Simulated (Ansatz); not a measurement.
# SiAsH2+ (quintet): wave-function methods side by side, cc-pVTZ

How much of the correlation energy of SiAsH2+ (quintet) does each wave-function method recover here?

Method: cc-pVTZ, core rule «outside noble gas», up to 19 orbitals frozen; program: Ansatz 0.2.0, Gaussian basis.

The runs, in order: UHF; CCSD(T) on ROHF; CCSD(T) on UHF; BCCD(T) on ROHF; CCSDT(Q) on ROHF; CCSDT(Q) on UHF; CASSCF and MRCISD+Q, 10 electrons in 10 orbitals; CASSCF and NEVPT2, 10 electrons in 10 orbitals.

5 further runs of the same task are left out: 5 set aside as unsound or not needed.

## Step 1: The system

The geometry is a PBE0/def2-TZVP stationary point (not a proven minimum) of the parent state, kept for this charge and spin. No spin-orbit coupling is included. The filled d shell of As may be among the frozen orbitals whatever the setting's name suggests; the logs give the count.

4 atoms, charge 1, spin multiplicity 5.

Atoms are counted from 1 here; the program's logs count them from 0.

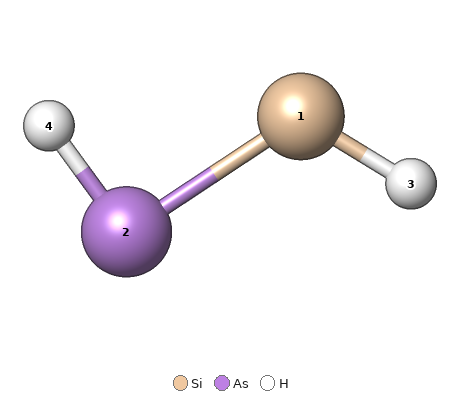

The structure; silicon light orange, arsenic purple, hydrogen white; atoms are numbered from 1 in the order of the file.

In the tables R marks a restricted open-shell determinant and U an unrestricted one; 'valence' is the active space of 10 electrons in 10 orbitals; energies count from the table's Hartree-Fock row.

## Step 2: UHF

in.yaml reads:

```yaml
crystal:
  periodic: [false, false, false]
  atoms:
    - {symbol: Si, position_ang: [0.000000, -0.125451, 1.746470]}
    - {symbol: As, position_ang: [0.000000, 0.050822, -0.676507]}
    - {symbol: H, position_ang: [0.000000, 1.182184, 2.474574]}
    - {symbol: H, position_ang: [0.000000, -1.464222, -0.852954]}
basis:
  gaussian: {orbitals: cc-pVTZ}
total_charge: 1
magnetization: {spin_polarized: true, initial_magnetization: 4}
hamiltonian: {xc: hf}
output: {orbitals: {seedname: orbitals}}
```

The run is started by

```bash
> ansatz run in.yaml --threads 1 --pin off --events-out ev --progress --plain --max-ram 4096MiB --backend cpu
```

Output:

```text
Functional definition: HF
  name "HF"
  cite "Fock, Z. Phys. 61, 126 (1930) doi:10.1007/BF01340294"
  parent pbe
  exchange = exact_x
  correlation = 0
955 factors; their error is unknown
mean field evaluation 1: about -68676.7855 eV, gradient 8.6e0 eV
mean field evaluation 2: about -68677.6383 eV, gradient 3.6e0 eV
mean field evaluation 4: about -68677.9163 eV, gradient 8.4e-1 eV
mean field evaluation 8: about -68677.9484 eV, gradient 1.3e-1 eV
mean field evaluation 16: about -68678.7060 eV, gradient 8.6e0 eV
mean field -68679.86948565 eV, -2523.9386507102 hartree, gradient 1.6e-5 eV, S^2 6.021187; 0 other end points of the search recorded, 0 dependent functions left out
reference -68679.86948565 eV, -2523.9386507102 hartree; 26, 22 occupied and 79, 83 virtual orbitals, 955 factors
Total energy: -68679.86948565 eV, -2523.9386507102 hartree
```

It took 1.7 s on 1 thread of AMD EPYC 7R13, shared host.

From the report: ⟨S²⟩ of the determinant 6.021 (pure quintet: 6.00).

## Step 3: CCSD(T) on ROHF

in.yaml, as its differences from that of step 2:

```diff
@@ -10,4 +10,4 @@
 total_charge: 1
-magnetization: {spin_polarized: true, initial_magnetization: 4}
-hamiltonian: {xc: hf}
-output: {orbitals: {seedname: orbitals}}
+magnetization: {spin_polarized: false, initial_magnetization: 4}
+correlation: {method: ccsd_t, electrons: outside_noble_gas}
+output: {forces: true}
```

The run is started by

```bash
> ansatz run in.yaml --threads 2 --pin off --events-out ev --progress --plain --max-ram 24576MiB --backend cuda --devices 0, --max-vram 18GiB
```

Output, shortened:

```text
Functional definition: HF
  name "HF"
  cite "Fock, Z. Phys. 61, 126 (1930) doi:10.1007/BF01340294"
  parent pbe
[...]
645 factors; integrals over basis functions are off by at most 1.4e-3 eV
[...]
mean field -68679.69197896 eV, -2523.9321274595 hartree, gradient 1.7e-6 eV, S^2 6.000000; 1 other end points of the search recorded, 0 dependent functions left out
determinant -68679.69197896 eV, -2523.9321274595 hartree, with singles and doubles -68685.18913715 eV, -2524.1341442969 hartree
determinant -68677.63918691 eV, -2523.8566887433 hartree, with singles and doubles -68683.53492829 eV, -2524.0733532424 hartree
19 core orbitals not correlated: weight in the atoms' cores, before any rotation towards them, 1.000 or more for the frozen orbitals, at most 0.000 for the correlated occupied ones
reference -68679.69197896 eV, -2523.9321274595 hartree; 7, 3 occupied and 79, 83 virtual orbitals, 645 factors
second order -4.37237085 eV of doubles, -0.09372671 eV of singles
cycle   1  -5.40701764 eV  change   -3.6e-1 eV  update   2.1e-2
[...]
cycle  14  -5.43292072 eV  change    1.9e-7 eV  update   6.3e-7
perturbative correction -0.21313390 eV, -0.0078325262 hartree
[...]
Total energy: -68685.33803357 eV, -2524.1396161395 hartree
Atom 0 at     0.000000    -0.125451     1.746470 Å, force    -0.000000    -0.182881     1.502735 eV/Å
Atom 1 at     0.000000     0.050822    -0.676507 Å, force    -0.000000    -0.202132    -0.873252 eV/Å
Atom 2 at     0.000000     1.182184     2.474574 Å, force     0.000000     0.275484    -0.107005 eV/Å
Atom 3 at     0.000000    -1.464222    -0.852954 Å, force    -0.000000     0.109530    -0.522479 eV/Å
Dipole moment:    -0.000000    -0.022893     0.317624 e Å
```

Run time: 4.2 s. Hardware: 1 × H100 (card shared with other runs) with 2 threads of AMD EPYC 7R13, shared host; peak host memory 0.97 GiB.

From the report: correlation -5.6461 eV; T1 0.039; largest double amplitude 0.04.

## Step 4: CCSD(T) on UHF

in.yaml, as its differences from that of step 3:

```diff
@@ -10,3 +10,3 @@
 total_charge: 1
-magnetization: {spin_polarized: false, initial_magnetization: 4}
+magnetization: {spin_polarized: true, initial_magnetization: 4}
 correlation: {method: ccsd_t, electrons: outside_noble_gas}
```

Same command.

Output, shortened:

```text
Functional definition: HF
  name "HF"
  cite "Fock, Z. Phys. 61, 126 (1930) doi:10.1007/BF01340294"
  parent pbe
[...]
645 factors; integrals over basis functions are off by at most 1.4e-3 eV
[...]
mean field -68679.87033117 eV, -2523.9386817824 hartree, gradient 1.9e-6 eV, S^2 6.021187; 2 other end points of the search recorded, 0 dependent functions left out
determinant -68679.87033117 eV, -2523.9386817824 hartree, with singles and doubles -68685.20098196 eV, -2524.1345795856 hartree
determinant -68677.93068590 eV, -2523.8674011334 hartree, with singles and doubles -68683.53248719 eV, -2524.0732635337 hartree
determinant -68676.54011066 eV, -2523.8162984361 hartree, with singles and doubles -68682.12367136 eV, -2524.0214905068 hartree
19 core orbitals not correlated: weight in the atoms' cores, before any rotation towards them, 1.000 or more for the frozen orbitals, at most 0.000 for the correlated occupied ones
reference -68679.87033117 eV, -2523.9386817824 hartree; 7, 3 occupied and 79, 83 virtual orbitals, 645 factors
second order -4.29993971 eV of doubles, -0.00000000 eV of singles
cycle   1  -5.24934626 eV  change   -3.8e-1 eV  update   2.1e-2
[...]
cycle  14  -5.27294838 eV  change    1.8e-7 eV  update   8.1e-7
perturbative correction -0.20722535 eV, -0.0076153912 hartree
[...]
Total energy: -68685.35050490 eV, -2524.1400744524 hartree
Atom 0 at     0.000000    -0.125451     1.746470 Å, force    -0.000000    -0.177162     1.497533 eV/Å
Atom 1 at     0.000000     0.050822    -0.676507 Å, force    -0.000000    -0.207024    -0.866565 eV/Å
Atom 2 at     0.000000     1.182184     2.474574 Å, force     0.000000     0.273256    -0.105708 eV/Å
Atom 3 at     0.000000    -1.464222    -0.852954 Å, force    -0.000000     0.110929    -0.525259 eV/Å
Dipole moment:    -0.000000    -0.023006     0.316370 e Å
```

It took 12 s on 1 × H100 (card shared with other runs) with 2 threads of AMD EPYC 7R13, shared host; peak host memory 0.97 GiB.

From the report: ⟨S²⟩ of the determinant 6.021 (pure quintet: 6.00); correlation -5.4802 eV; T1 0.027; largest double amplitude 0.03.

## Step 5: BCCD(T) on ROHF

in.yaml, as its differences from that of step 4:

```diff
@@ -10,4 +10,3 @@
 total_charge: 1
-magnetization: {spin_polarized: true, initial_magnetization: 4}
-correlation: {method: ccsd_t, electrons: outside_noble_gas}
-output: {forces: true}
+magnetization: {spin_polarized: false, initial_magnetization: 4}
+correlation: {method: bccd_t, electrons: outside_noble_gas}
```

Launched as before.

Output, shortened:

```text
Functional definition: HF
  name "HF"
  cite "Fock, Z. Phys. 61, 126 (1930) doi:10.1007/BF01340294"
  parent pbe
[...]
645 factors; integrals over basis functions are off by at most 1.4e-3 eV
[...]
mean field -68679.69197896 eV, -2523.9321274595 hartree, gradient 1.7e-6 eV, S^2 6.000000; 1 other end points of the search recorded, 0 dependent functions left out
determinant -68679.69197896 eV, -2523.9321274595 hartree, with singles and doubles -68685.18913715 eV, -2524.1341442969 hartree
determinant -68677.63918691 eV, -2523.8566887433 hartree, with singles and doubles -68683.53492829 eV, -2524.0733532424 hartree
19 core orbitals not correlated: weight in the atoms' cores, before any rotation towards them, 1.000 or more for the frozen orbitals, at most 0.000 for the correlated occupied ones
reference -68679.69197896 eV, -2523.9321274595 hartree; 7, 3 occupied and 79, 83 virtual orbitals, 645 factors
second order -4.37237085 eV of doubles, -0.09372671 eV of singles
cycle   1  -5.41846145 eV  change   -3.7e-1 eV  update   2.5e-2
[...]
cycle  12  -5.43149356 eV  change   -6.3e-7 eV  update   9.9e-6
perturbative correction -0.21678455 eV, -0.0079666854 hartree
Total energy: -68685.34025707 eV, -2524.1396978517 hartree
```

Wall time 9.5 s (1 × H100 (card shared with other runs) with 2 threads of AMD EPYC 7R13, shared host); peak host memory 0.81 GiB.

From the report: correlation -5.6483 eV; largest double amplitude 0.03.

## Step 6: CCSDT(Q) on ROHF

in.yaml, as its differences from that of step 5:

```diff
@@ -11,2 +11,2 @@
 magnetization: {spin_polarized: false, initial_magnetization: 4}
-correlation: {method: bccd_t, electrons: outside_noble_gas}
+correlation: {method: ccsdt_q, electrons: outside_noble_gas}
```

Same command.

Output, shortened:

```text
Functional definition: HF
  name "HF"
  cite "Fock, Z. Phys. 61, 126 (1930) doi:10.1007/BF01340294"
  parent pbe
[...]
1265 factors; integrals over basis functions are off by at most 2.5e-7 eV
[...]
mean field -68679.69199858 eV, -2523.9321281807 hartree, gradient 2.1e-6 eV, S^2 6.000000; 2 other end points of the search recorded, 0 dependent functions left out
determinant -68679.69199858 eV, -2523.9321281807 hartree, with singles and doubles -68685.18950238 eV, -2524.1341577188 hartree
determinant -68677.63920752 eV, -2523.8566895007 hartree, with singles and doubles -68683.53623387 eV, -2524.0734012217 hartree
determinant -68676.36770293 eV, -2523.8099625687 hartree, with singles and doubles -68682.11620793 eV, -2524.0212162311 hartree
19 core orbitals not correlated: weight in the atoms' cores, before any rotation towards them, 1.000 or more for the frozen orbitals, at most 0.000 for the correlated occupied ones
reference -68679.69199858 eV, -2523.9321281807 hartree; 7, 3 occupied and 79, 83 virtual orbitals, 1265 factors
second order -4.37238186 eV of doubles, -0.09372670 eV of singles
cycle   1  -5.11361538 eV  change   -6.5e-1 eV  update   8.1e-2
[...]
cycle  20  -5.69082080 eV  change   -1.6e-7 eV  update   4.5e-7
perturbative correction -0.00915058 eV, -0.0003362774 hartree
Total energy: -68685.39196996 eV, -2524.1415982653 hartree
```

Run time: 31 s. Hardware: 1 × H100 (card shared with other runs) with 2 threads of AMD EPYC 7R13, shared host; peak host memory 1.1 GiB.

From the report: correlation -5.7000 eV; T1 0.044; largest double amplitude 0.04.

## Step 7: CCSDT(Q) on UHF

in.yaml, as its differences from that of step 6:

```diff
@@ -10,3 +10,3 @@
 total_charge: 1
-magnetization: {spin_polarized: false, initial_magnetization: 4}
+magnetization: {spin_polarized: true, initial_magnetization: 4}
 correlation: {method: ccsdt_q, electrons: outside_noble_gas}
```

The command is unchanged.

Output, shortened:

```text
Functional definition: HF
  name "HF"
  cite "Fock, Z. Phys. 61, 126 (1930) doi:10.1007/BF01340294"
  parent pbe
[...]
1265 factors; integrals over basis functions are off by at most 2.5e-7 eV
[...]
mean field -68679.87035094 eV, -2523.9386825088 hartree, gradient 2.4e-6 eV, S^2 6.021187; 2 other end points of the search recorded, 0 dependent functions left out
determinant -68679.87035094 eV, -2523.9386825088 hartree, with singles and doubles -68685.20100768 eV, -2524.1345805310 hartree
determinant -68677.93070734 eV, -2523.8674019212 hartree, with singles and doubles -68683.53251283 eV, -2524.0732644761 hartree
determinant -68676.54012669 eV, -2523.8162990252 hartree, with singles and doubles -68682.12369820 eV, -2524.0214914934 hartree
19 core orbitals not correlated: weight in the atoms' cores, before any rotation towards them, 1.000 or more for the frozen orbitals, at most 0.000 for the correlated occupied ones
reference -68679.87035094 eV, -2523.9386825088 hartree; 7, 3 occupied and 79, 83 virtual orbitals, 1265 factors
second order -4.29994954 eV of doubles, -0.00000000 eV of singles
cycle   1  -4.95492720 eV  change   -6.5e-1 eV  update   8.1e-2
[...]
cycle  20  -5.52547702 eV  change   -7.5e-8 eV  update   4.6e-7
perturbative correction -0.00905199 eV, -0.0003326544 hartree
Total energy: -68685.40487994 eV, -2524.1420726984 hartree
```

Run time: 18 s. Hardware: 1 × H100 (card shared with other runs) with 2 threads of AMD EPYC 7R13, shared host; peak host memory 1 GiB.

From the report: ⟨S²⟩ of the determinant 6.021 (pure quintet: 6.00); correlation -5.5345 eV; T1 0.031; largest double amplitude 0.04.

## Step 8: CASSCF and MRCISD+Q, 10 electrons in 10 orbitals

in.yaml, as its differences from that of step 7:

```diff
@@ -10,3 +10,3 @@
 total_charge: 1
-magnetization: {spin_polarized: true, initial_magnetization: 4}
-correlation: {method: ccsdt_q, electrons: outside_noble_gas}
+magnetization: {spin_polarized: false, initial_magnetization: 4}
+correlation: {method: fic_mrcisd_q, electrons: outside_noble_gas, active_space: {window: {electrons: 10, orbitals: 10}, shells: [{species: As, l: s, shell: 4}, {species: As, l: p, shell: 4}, {species: H, l: s, shell: 1}, {species: Si, l: s, shell: 3}, {species: Si, l: p, shell: 3}]}}
```

Same command.

Output, shortened:

```text
Functional definition: HF
  name "HF"
  cite "Fock, Z. Phys. 61, 126 (1930) doi:10.1007/BF01340294"
  parent pbe
[...]
1265 factors; integrals over basis functions are off by at most 2.5e-7 eV
[...]
mean field -68679.69199858 eV, -2523.9321281807 hartree, gradient 2.1e-6 eV, S^2 6.000000; 0 other end points of the search recorded, 0 dependent functions left out
reference -68679.69199858 eV, -2523.9321281807 hartree; 26, 22 occupied and 79, 83 virtual orbitals, 1265 factors
state -68681.10430727 eV, -2523.9840295675 hartree
contracted CI cycle   1: correlation 0.00000000 eV, 0.0000000000 hartree, residual 1.57e1 eV
contracted CI cycle   2: correlation -3.70877500 eV, -0.1362949674 hartree, residual 3.18e0 eV
contracted CI cycle   3: correlation -3.86752522 eV, -0.1421289302 hartree, residual 7.42e-1 eV
contracted CI cycle   4: correlation -3.87559493 eV, -0.1424254867 hartree, residual 1.96e-1 eV
contracted CI cycle   5: correlation -3.87612600 eV, -0.1424450032 hartree, residual 5.39e-2 eV
contracted CI cycle   6: correlation -3.87616661 eV, -0.1424464955 hartree, residual 1.50e-2 eV
contracted CI cycle   7: correlation -3.87616990 eV, -0.1424466165 hartree, residual 4.38e-3 eV
contracted CI cycle   8: correlation -3.87617018 eV, -0.1424466267 hartree, residual 1.32e-3 eV
state -68681.10430727 eV, -2523.9840295675 hartree; corrected -68685.29598396 eV, -2524.1380708449 hartree
Total energy: -68685.29598396 eV, -2524.1380708449 hartree
Checks for a lower state left out: starts, orbital_swaps
```

Wall time 7.5 s (1 × H100 (card shared with other runs) with 2 threads of AMD EPYC 7R13, shared host); peak host memory 0.92 GiB.

From the report: 7,232 determinants; active occupations 1.98, 1.97, 1.96, 1.01, 1.00, 1.00, 1.00, 0.04, 0.03, 0.02.

## Step 9: CASSCF and NEVPT2, 10 electrons in 10 orbitals

in.yaml reads:

```yaml
crystal:
  periodic: [false, false, false]
  atoms:
    - {symbol: Si, position_ang: [0.000000, -0.125451, 1.746470]}
    - {symbol: As, position_ang: [0.000000, 0.050822, -0.676507]}
    - {symbol: H, position_ang: [0.000000, 1.182184, 2.474574]}
    - {symbol: H, position_ang: [0.000000, -1.464222, -0.852954]}
basis:
  gaussian: {orbitals: cc-pVTZ}
total_charge: 1
magnetization: {spin_polarized: false, initial_magnetization: 4}
correlation: {method: sc_nevpt2, electrons: outside_noble_gas, active_space: {window: {electrons: 10, orbitals: 10}, shells: [{species: As, l: s, shell: 4}, {species: As, l: p, shell: 4}, {species: H, l: s, shell: 1}, {species: Si, l: s, shell: 3}, {species: Si, l: p, shell: 3}]}}
```

The command is unchanged.

Output:

```text
Functional definition: HF
  name "HF"
  cite "Fock, Z. Phys. 61, 126 (1930) doi:10.1007/BF01340294"
  parent pbe
  exchange = exact_x
  correlation = 0
1265 factors; integrals over basis functions are off by at most 2.5e-7 eV
mean field evaluation 1: about -68678.5573 eV, gradient 9.2e0 eV
mean field evaluation 2: about -68678.5648 eV, gradient 9.2e0 eV
mean field evaluation 4: about -68679.5871 eV, gradient 1.6e0 eV
mean field evaluation 8: about -68679.6886 eV, gradient 2.3e-1 eV
mean field evaluation 16: about -68679.6920 eV, gradient 2.1e-6 eV
mean field -68679.69199858 eV, -2523.9321281807 hartree, gradient 2.1e-6 eV, S^2 6.000000; 0 other end points of the search recorded, 0 dependent functions left out
reference -68679.69199858 eV, -2523.9321281807 hartree; 26, 22 occupied and 79, 83 virtual orbitals, 1265 factors
state -68681.10430727 eV, -2523.9840295675 hartree
state -68681.10430727 eV, -2523.9840295675 hartree; corrected -68684.25004575 eV, -2524.0996333247 hartree
Total energy: -68684.25004575 eV, -2524.0996333247 hartree
Checks for a lower state left out: starts, orbital_swaps
```

Wall time 6.5 s (1 × H100 (card shared with other runs) with 2 threads of AMD EPYC 7R13, shared host); peak host memory 0.82 GiB.

From the report: 7,232 determinants; active occupations 1.98, 1.97, 1.96, 1.01, 1.00, 1.00, 1.00, 0.04, 0.03, 0.02.

## Step 10: Natural occupations

Natural occupations of the CASSCF valence state about the gap (report; correlated orbitals 1 to 10): 1.982, 1.972, 1.959, 1.007, 1.002, 0.999, 0.997, 0.036, 0.028, 0.019. The count of effectively unpaired electrons, Σ n²(2 − n)², is 4.02; a single determinant of this spin has 4.

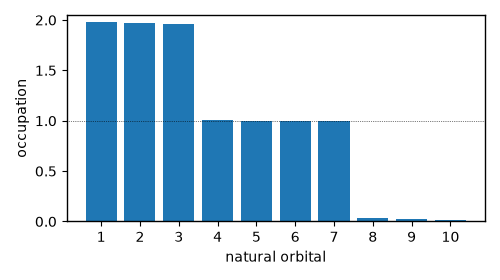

Natural occupations of the CASSCF valence state.

## Step 11: The ladder

The yardstick is UCCSDT(Q), where the cluster series has nearly closed. Rows without a time come out of other runs: HF, MP2 and CCSD of CCSD(T), CCSDT of CCSDT(Q), CASSCF and MRCISD of the multireference runs. The times of RCCSD(T), UCCSD(T) include forces.

```csv
method,energy from the lowest RHF (kJ/mol),from UCCSDT(Q) (kJ/mol),time
RHF,0.0,+551.2,
UHF,-17.2,+534.0,
RMP2,-430.9,+120.3,
UMP2,-432.1,+119.1,
RCCSD,-524.2,+27.0,
UCCSD,-526.0,+25.2,
RCCSD(T),-544.8,+6.4,4.2 s
UCCSD(T),-546.0,+5.2,12 s
BCCD(T),-545.0,+6.2,9.5 s
RCCSDT,-549.1,+2.1,
UCCSDT,-550.3,+0.9,
RCCSDT(Q),-550.0,+1.2,31 s
UCCSDT(Q),-551.2,0,18 s
CASSCF valence,-136.3,+414.9,
NEVPT2 valence,-439.8,+111.4,6.5 s
MRCISD valence,-510.3,+40.9,
MRCISD+Q valence,-540.7,+10.5,7.5 s
```

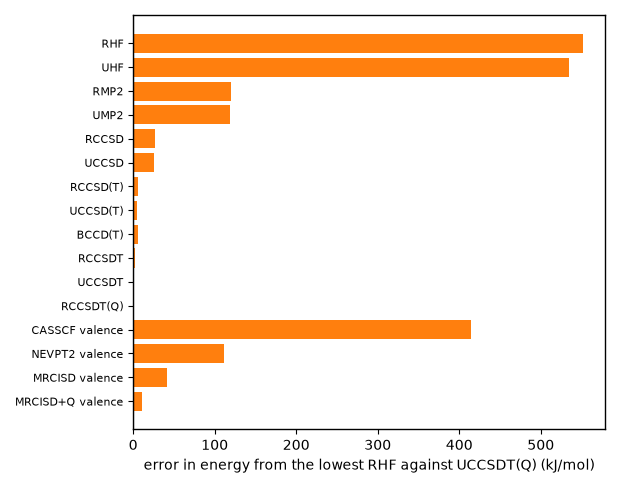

Deviations from UCCSDT(Q), method by method.

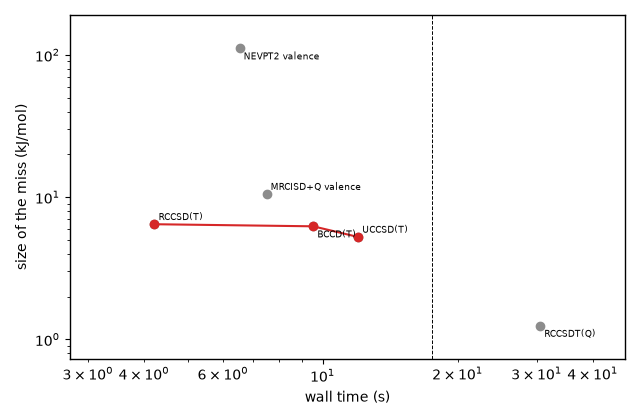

Miss against cost. Red marks the levels that no quicker level drawn beats (of those quicker than the yardstick), and the dashed line is the time of UCCSDT(Q). Times are from a shared host.

## Step 12: Summary of results

```
                         quantity                      value
   UCCSDT(Q) below the RHF energy                 -5.7129 eV
              RMP2 from UCCSDT(Q)              +120.3 kJ/mol
              UMP2 from UCCSDT(Q)              +119.1 kJ/mol
             RCCSD from UCCSDT(Q)               +27.0 kJ/mol
          RCCSD(T) from UCCSDT(Q)                +6.4 kJ/mol
          UCCSD(T) from UCCSDT(Q)                +5.2 kJ/mol
         RCCSDT(Q) from UCCSDT(Q)                +1.2 kJ/mol
    NEVPT2 valence from UCCSDT(Q)              +111.4 kJ/mol
  MRCISD+Q valence from UCCSDT(Q)               +10.5 kJ/mol
levels within 1 kcal/mol (43 meV)  RCCSDT, UCCSDT, RCCSDT(Q)
                    T1 diagnostic                      0.039
   effectively unpaired electrons                       4.02
```

RCCSD(T) lands +6.4 kJ/mol from the yardstick (1.2 % of the correlation energy). One determinant dominates. Of the multireference levels listed MRCISD+Q valence comes nearest in total energy (+10.5 kJ/mol), which doesn't show that its space is the better one. These misses are within one basis, not against nature; the frozen cores of restricted and unrestricted runs differ, which can shift their rows.

UCCSD(T) reaches 5.2 kJ/mol from the reference in 12 s, where UCCSDT(Q) took 18 s; the quickest level in the cost chart, RCCSD(T), takes 4.2 s and misses by 6.4 kJ/mol.
